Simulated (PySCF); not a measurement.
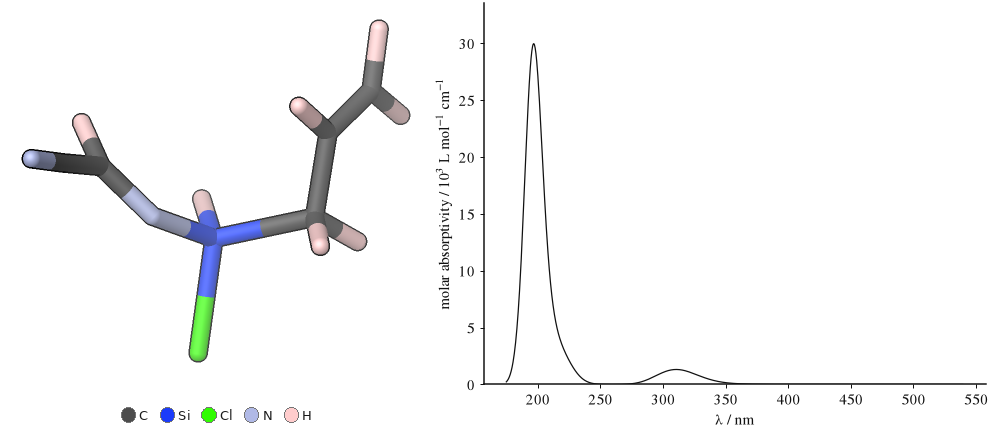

Computed absorption of C₅H₇ClN₂Si, SMILES C=CC[Si@@H](Cl)/N=C/C#N. Vertical TDDFT excitations, PBE0/def2-SVPD in PySCF, at a GFN2-xTB geometry (no frequency check), gas phase. Only the first 8 singlet excitations are included; each is broadened by a Gaussian of 1/e half-width 0.30 eV.

### Does any vertical transition fall in the visible?

No singlet lies below 3.1 eV (beyond 400 nm), so at this level no vertical transition falls in the visible.

### List the transitions behind the spectrum.

| state | E (eV) | λ (nm) | f | main character |
| --- | --- | --- | --- | --- |
| S1 | 3.50 | 354 | 0.000 | HOMO−1 → LUMO (96 %) |
| S2 | 3.99 | 311 | 0.024 | HOMO → LUMO (97 %) |
| S3 | 5.58 | 222 | 0.026 | HOMO−2 → LUMO (93 %) |
| S4 | 5.72 | 217 | 0.010 | HOMO−6 → LUMO (44 %) |
| S5 | 5.93 | 209 | 0.061 | HOMO−3 → LUMO (50 %) |
| S6 | 6.29 | 197 | 0.409 | HOMO → LUMO+1 (48 %) |
| S7 | 6.33 | 196 | 0.110 | HOMO−4 → LUMO (38 %) |
| S8 | 6.59 | 188 | 0.061 | HOMO−1 → LUMO+1 (83 %) |

Known limits of this run: the tight-binding geometry is rougher than a DFT one and adds to the error; one conformer of a flexible molecule; core orbitals are frozen in the response.
